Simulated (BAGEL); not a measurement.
# B3LYP/def2-SVP (density fitting with qzvpp-jkfit) run of Si2H4ClF (SMILES F[SiH]([SiH3])Cl)

What is the energy change on altering one bond length of Si2H4ClF at B3LYP/def2-SVP (density fitting with qzvpp-jkfit)? 

The results are computed with BAGEL 1.2.2.

2 further runs of the same task are left out: 2 set aside as unsound or not needed. Runs told in other sessions of the task aren't counted.

## (1) Starting point

Si2H4ClF has 8 atoms, charge 0, and is taken as a singlet. As SMILES, `F[SiH]([SiH3])Cl`. The coordinates come from a PBE0-D4/def2-TZVP relaxation.

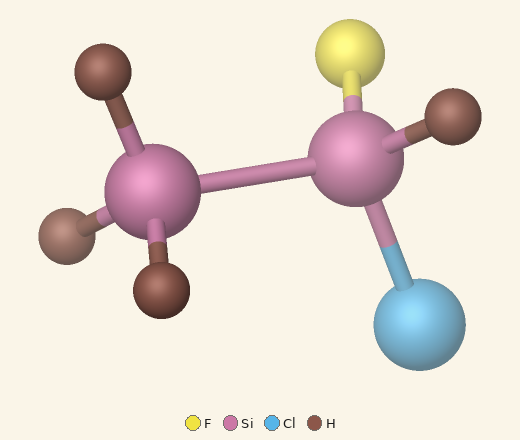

The structure, seen from a chosen angle (fluorine yellow, silicon pink, chlorine blue, hydrogen brown).

## (2) The energy at B3LYP/def2-SVP (density fitting with qzvpp-jkfit)

File calc.json:

```json
{ "bagel": [

{
  "title": "molecule",
  "basis": "svp",
  "df_basis": "qzvpp-jkfit",
  "angstrom": "true",
  "geometry": [
    { "atom": "F", "xyz": [   -1.329000,    1.796800,    0.161200 ] },
    { "atom": "Si", "xyz": [   -0.382900,    0.812800,   -0.667700 ] },
    { "atom": "Si", "xyz": [    0.539000,   -0.793000,    0.761300 ] },
    { "atom": "Cl", "xyz": [   -1.534100,   -0.130100,   -2.075900 ] },
    { "atom": "H", "xyz": [    0.596600,    1.655400,   -1.392300 ] },
    { "atom": "H", "xyz": [    1.355700,   -0.131100,    1.812300 ] },
    { "atom": "H", "xyz": [    1.403500,   -1.693800,   -0.044400 ] },
    { "atom": "H", "xyz": [   -0.556600,   -1.574100,    1.389600 ] }
  ]
},
{ "title": "ks", "xc_func": "b3lyp" },
{ "title": "print", "file": "orbitals.molden", "orbitals": "true" }

]}
```

On the command line:

```
$ BAGEL_NUM_THREADS=1 BAGEL calc.json > calc.out
```

Standard output:

```text
* using 1 threads per process

  ===============================================================
  ===============================================================

  *** Geometry ***

  { "atom" : "F", "xyz" : [     -2.511446,      3.395460,      0.304624 ] },
  { "atom" : "Si", "xyz" : [     -0.723576,      1.535969,     -1.261770 ] },
  { "atom" : "Si", "xyz" : [      1.018562,     -1.498553,      1.438648 ] },
  { "atom" : "Cl", "xyz" : [     -2.899029,     -0.245853,     -3.922882 ] },
  { "atom" : "H", "xyz" : [      1.127411,      3.128253,     -2.631066 ] },
  { "atom" : "H", "xyz" : [      2.561902,     -0.247743,      3.424751 ] },
  { "atom" : "H", "xyz" : [      2.652231,     -3.200818,     -0.083904 ] },
  { "atom" : "H", "xyz" : [     -1.051822,     -2.974618,      2.625963 ] },

  Number of auxiliary basis functions:      533

  Since a DF basis is specified, we compute 2- and 3-index integrals:
    o Being stored without compression. Storage requirement is 0.033 GB

  Number of basis functions:       88
  Number of electrons      :       58

    * METHOD: MOLECULE                             0.21

  *** Kohn-Sham DFT ***

    * Removing 13612 points whose weight is below 1.00e-10
    * Grid points: 105636

  === Nuclear Repulsion ===
   276.2049934957

       - DIIS with orbital gradients will be used.

  === KS iteration (b3lyp / svp) ===
      0      -1113.48842043          0.09950650           0.42
      1      -1057.62339371          0.11678418           0.41
      2       -979.41863971          0.18049795           0.40
      3      -1122.13759624          0.09227837           0.42
      4      -1129.59850858          0.07998458           0.42
      5      -1138.97862685          0.05205324           0.42
      6      -1140.94027146          0.01592383           0.41
      7      -1141.11612256          0.00921923           0.41
      8      -1141.16629709          0.00404312           0.41
      9      -1141.17435361          0.00142254           0.41
     10      -1141.17573572          0.00030619           0.42
     11      -1141.17581606          0.00005190           0.41
     12      -1141.17581794          0.00001588           0.41
     13      -1141.17581813          0.00000430           0.40
     14      -1141.17581815          0.00000063           0.41
     15      -1141.17581815          0.00000021           0.41
     16      -1141.17581815          0.00000010           0.42
     17      -1141.17581815          0.00000003           0.41
     18      -1141.17581815          0.00000001           0.41
    * SCF iteration converged.

    * Permanent dipole moment:
           (   -0.547120,     0.189609,    -0.148760) a.u.

    * METHOD: KS                                   8.32

    * METHOD: PRINT                                0.01

  ===============================================================
```

Wall time 8.7 s (1 thread of Intel Xeon 6975P-C (Granite Rapids), shared host); peak memory 0.48 GiB.

## (3) The distorted shape

File job.json:

```json
{ "bagel": [

{
  "title": "molecule",
  "basis": "svp",
  "df_basis": "qzvpp-jkfit",
  "angstrom": true,
  "geometry": [
    { "atom": "F", "xyz": [      -1.475946,       1.670392,       0.269905 ] },
    { "atom": "Si", "xyz": [      -0.529846,       0.686392,      -0.558995 ] },
    { "atom": "Si", "xyz": [       0.392054,      -0.919408,       0.870005 ] },
    { "atom": "Cl", "xyz": [      -1.681046,      -0.256508,      -1.967195 ] },
    { "atom": "H", "xyz": [       0.596600,       1.655400,      -1.392300 ] },
    { "atom": "H", "xyz": [       1.208754,      -0.257508,       1.921005 ] },
    { "atom": "H", "xyz": [       1.256554,      -1.820208,       0.064305 ] },
    { "atom": "H", "xyz": [      -0.703546,      -1.700508,       1.498305 ] }
  ]
},

{
  "title": "ks",
  "xc_func": "b3lyp"
},

{
  "title": "print",
  "file": "orbitals.molden",
  "orbitals": true
}

]}
```

On the command line:

```
$ BAGEL_NUM_THREADS=1 BAGEL job.json > job.out
```

Standard output:

```text
* using 1 threads per process

  ===============================================================
  ===============================================================

  *** Geometry ***

  { "atom" : "F", "xyz" : [     -2.789134,      3.156583,      0.510047 ] },
  { "atom" : "Si", "xyz" : [     -1.001264,      1.297093,     -1.056347 ] },
  { "atom" : "Si", "xyz" : [      0.740875,     -1.737429,      1.644071 ] },
  { "atom" : "Cl", "xyz" : [     -3.176717,     -0.484730,     -3.717460 ] },
  { "atom" : "H", "xyz" : [      1.127411,      3.128253,     -2.631066 ] },
  { "atom" : "H", "xyz" : [      2.284214,     -0.486620,      3.630173 ] },
  { "atom" : "H", "xyz" : [      2.374543,     -3.439695,      0.121519 ] },
  { "atom" : "H", "xyz" : [     -1.329509,     -3.213494,      2.831386 ] },

  Number of auxiliary basis functions:      533

  Since a DF basis is specified, we compute 2- and 3-index integrals:
    o Being stored without compression. Storage requirement is 0.033 GB

  Number of basis functions:       88
  Number of electrons      :       58

    * METHOD: MOLECULE                             0.21

  *** Kohn-Sham DFT ***

    * Removing 13461 points whose weight is below 1.00e-10
    * Grid points: 105787

  === Nuclear Repulsion ===
   275.1224898202

       - DIIS with orbital gradients will be used.

  === KS iteration (b3lyp / svp) ===
      0      -1113.40855867          0.09901281           0.42
      1      -1065.07769110          0.10936454           0.41
      2       -977.22969226          0.16850312           0.41
      3      -1121.04100257          0.09551720           0.41
      4      -1125.19345402          0.09900420           0.42
      5      -1133.58650111          0.07273712           0.42
      6      -1136.20378741          0.06665598           0.42
      7      -1059.57833306          0.12830801           0.42
      8      -1140.79950133          0.02194135           0.43
      9      -1140.92768875          0.01887803           0.42
     10      -1141.15361684          0.00409912           0.44
     11      -1141.16183778          0.00199460           0.52
     12      -1141.16435583          0.00035364           0.55
     13      -1141.16444979          0.00008992           0.50
     14      -1141.16445764          0.00002146           0.42
     15      -1141.16445807          0.00000508           0.42
     16      -1141.16445809          0.00000166           0.44
     17      -1141.16445809          0.00000088           0.44
     18      -1141.16445809          0.00000030           0.42
     19      -1141.16445809          0.00000005           0.44
     20      -1141.16445809          0.00000002           0.42
     21      -1141.16445809          0.00000001           0.42
    * SCF iteration converged.

    * Permanent dipole moment:
           (   -0.468792,     0.298162,    -0.225141) a.u.

    * METHOD: KS                                  10.13

    * METHOD: PRINT                                0.01

  ===============================================================
```

Run time: 11 s. Hardware: 1 thread of Intel Xeon 6975P-C (Granite Rapids), shared host; peak memory 0.48 GiB.

## (4) Results

Level: B3LYP/def2-SVP (density fitting with qzvpp-jkfit).

| quantity | value |
| --- | --- |
| first shape: total energy | -1141.17582 Eh |
| first shape: dipole moment | 1.52 D |
| first shape: HOMO energy | -8.08 eV |
| first shape: LUMO energy | -0.39 eV |
| first shape: HOMO–LUMO gap | 7.69 eV |
| distorted shape: total energy | -1141.16446 Eh |
| distorted shape: dipole moment | 1.52 D |
| distorted shape: HOMO energy | -8.03 eV |
| distorted shape: LUMO energy | -0.48 eV |
| distorted shape: HOMO–LUMO gap | 7.54 eV |
| energy change with the Si2–H5 bond stretched from 1.481 to 1.704 Å | 0.309 eV |

In words: With the Si2–H5 bond stretched from 1.481 to 1.704 Å the energy rises by 0.31 eV (7.1 kcal/mol). The first shape isn't relaxed at this level, so the change isn't measured from a minimum.
